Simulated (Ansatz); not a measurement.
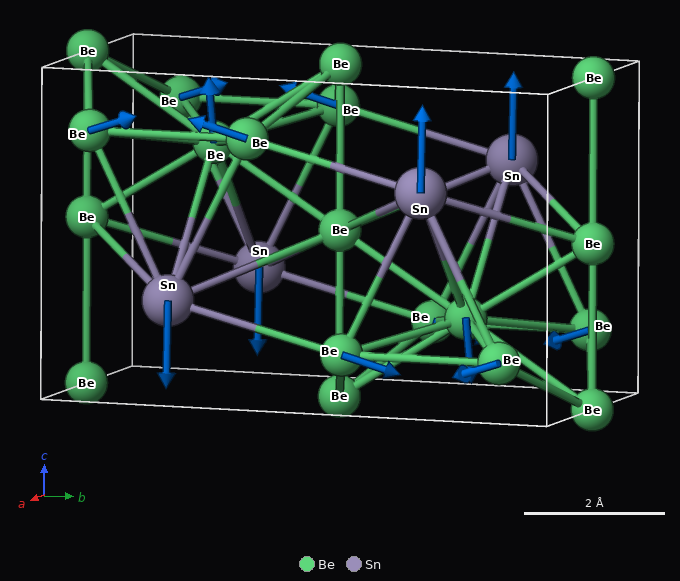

A relaxation of solid Be5Sn (a generated structure, set up in P2_1/m) (coarse preliminary run). The starting structure is drawn; blue arrows show the displacements (the part carried along by the change of the cell is left out), 50 times their true length.

A ball-and-stick model of the cell of the calculation, seen slightly off an axis.

The calculation used Ansatz, DFT PBE, scalar-relativistic, plane waves, PAW. (plane-wave cutoff 420 eV; k-point mesh 6 × 2 × 4; occupations gaussian; smearing width 0.1 eV; no spin polarisation; cell and atoms relaxed; force threshold 0.04 eV/Å; at most 70 steps)

Q: What did the optimiser do to the structure, and how much energy did it gain?

A: The largest moves relative to the cell, 0.026 Å, are those of Sn atoms. By element the largest moves are Sn 0.026 Å, Be 0.020 Å. The drawn cell changes at constant volume: a 3.666 → 3.675 Å (+0.3 %), b 7.776 → 7.727 Å (−0.6 %), c 4.807 → 4.825 Å (+0.4 %), β 90.6° → 90.3°. Some distances before and after: Be–Sn 2.741 → 2.792 Å, Be–Be 2.419 → 2.370 Å, Be–Sn 2.764 → 2.799 Å, Be–Sn 2.692 → 2.661 Å. The space group stays P2_1/m (No. 11). Over 2 accepted moves (3 points after the start) the energy falls by 1.1 meV per atom. Largest force component: 0.16 eV/Å at the start, 0.015 eV/Å at the end. Pressure: −0.03 GPa at the start and 0.02 GPa at the end. At 1 point the geometry stayed and the basis and grid were re-selected for the new cell (energy shift of less than 0.05 meV per atom at most each time).

Limits of the set-up: the k-point mesh is coarse for a cell with partly filled bands.
